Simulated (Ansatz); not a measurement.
# InPd (Pm-3m): the Drude term of Re ε in the infrared

Re ε of InPd (Pm-3m) at low photon energies is read from one computed spectrum; the carriers' damping was typed as γ = 0.05 eV.

Cell: a, b, c = 3.272, 3.272, 3.272 Å (primitive vectors), 2 atoms.

Method: Ansatz 0.2.0, r2SCAN, independent particles, k-mesh 12×12×12 with interpolation inside its cells, Gaussian parameter 0.1 eV.

Launch of the response step: `ansatz run input.yaml --threads 4 --pin off --max-ram 8192MiB --backend cpu --events-out ev --progress --plain --runs-dir out`. The run took 33 s, on 4 threads of Intel(R) Xeon(R) Processor @ 2.50GHz (Skylake/Cascade Lake) (shared host).

```
photon energy E (eV)  wavelength (µm)    Re ε
                0.25             4.96  -964.8
                0.30             4.13  -684.8
                0.35             3.54  -511.2
                0.40             3.10  -393.9
                0.50             2.48  -250.6
                0.60             2.07  -171.3
                0.70             1.77       ?
```

A Drude term over a constant background gives Re ε = ε_b − ωp²/(E² + γ²), linear in 1/(E² + γ²).

Working, on the rows shown:

| x = 1/(E² + γ²) (eV⁻²) | y = Re ε |
| --- | --- |
| 15.3846 | -964.8 |
| 10.8108 | -684.8 |
| 8 | -511.2 |
| 6.15385 | -393.9 |
| 3.9604 | -250.6 |
| 2.75862 | -171.3 |

Means: x̄ = 7.8447, ȳ = -496.1. Σ(x − x̄)(y − ȳ) = -6874, Σ(x − x̄)² = 109.5. Slope = -6874 / 109.5 = -62.79; intercept = ȳ − slope · x̄ = -3.5544. The line misses the rows shown by at most 5.5.

**Question.** Fill in the last column of the withheld row.

**Answer.** At x = 2.0305 the line gives y = -131.04. The run gave -123.1, so the extrapolation is off by 7.9, 0.9 % of the range in the table.

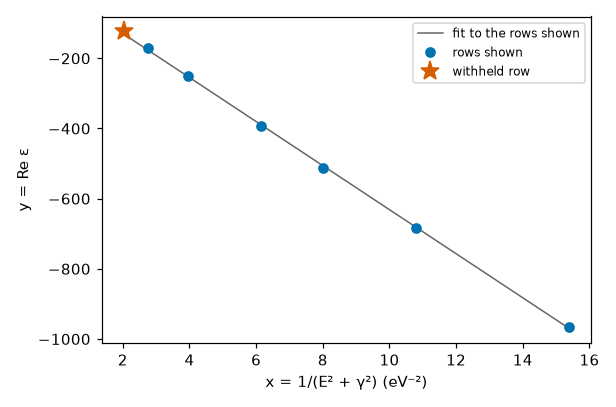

Refitted with all rows, the slope is -63.07 and the intercept -0.41543. These give ωp = √(−slope) = 7.94 eV, against 7.98 eV from the program's Fermi-surface sum, and an intercept of -0.4. Taking the program's Drude term off the rows leaves 14 at the lowest energy and 6 at the highest, so the background isn't constant: interband transitions lie in or near the window, and neither fitted number can be trusted. The values come from a sum over the points of one k-mesh and carry its error, which is largest for Fermi-surface quantities. Spin-orbit coupling is left out.

[Logs are printed without paths, hosts, clocks, repeated set-up lines and the standing remarks that a program may print on its own settings, such as how far it seeks lower states.]
